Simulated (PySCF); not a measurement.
```yaml
atoms:
  - { symbol: O, position_ang: [1.1258, 0.0239, -0.5334] }
  - { symbol: S, position_ang: [-0.2699, 0.3948, 0.0711] }
  - { symbol: O, position_ang: [-1.0692, 1.0331, -0.9523] }
  - { symbol: O, position_ang: [-0.0860, 0.9810, 1.3887] }
  - { symbol: O, position_ang: [-0.9285, -1.0605, 0.3680] }
  - { symbol: H, position_ang: [1.8461, -0.0277, 0.2500] }
  - { symbol: H, position_ang: [-1.3511, -1.3674, -0.4467] }
  - { symbol: N, position_ang: [2.7259, 0.0190, 1.4664] }
  - { symbol: H, position_ang: [2.1274, 0.5547, 2.0955] }
  - { symbol: H, position_ang: [2.9112, -0.8827, 1.8967] }
  - { symbol: H, position_ang: [3.6087, 0.5107, 1.3587] }
```

Geometry: PBE0-D3(BJ)/def2-SVPD.

Computed with PySCF 2.14.0, wB97M-D3(BJ)/def2-SVPD, SCF density, gas phase.

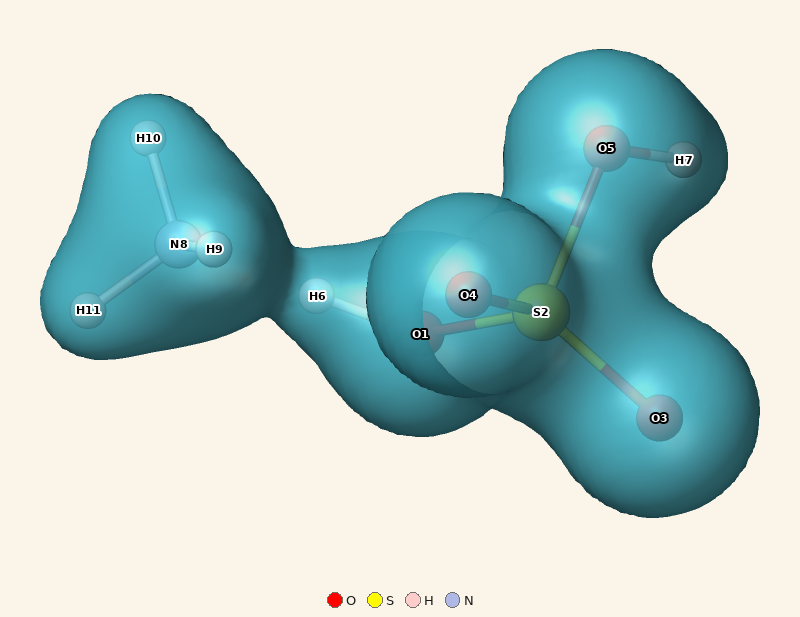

H2O4S···NH3 (SMILES O=S(=O)(O)O.N). Isosurface of the total electron density at 0.4 e/Å³ (cyan), seen at a tilt.

Q: How is the density connected at this value?

A: At this value the surface is in one piece. It bridges the sampled N···H (1.50 Å), S–O (1.45 Å), O–H (0.97 Å) and S–O (1.57 Å) contacts, where the density stays above the isovalue. On the grid the lowest density along these lines, outside the cores, is 0.59 e/Å³ (N···H, 1.50 Å), 2 e/Å³ (S–O, 1.45 Å), 2.3 e/Å³ (O–H, 0.97 Å) and 1.6 e/Å³ (S–O, 1.57 Å).
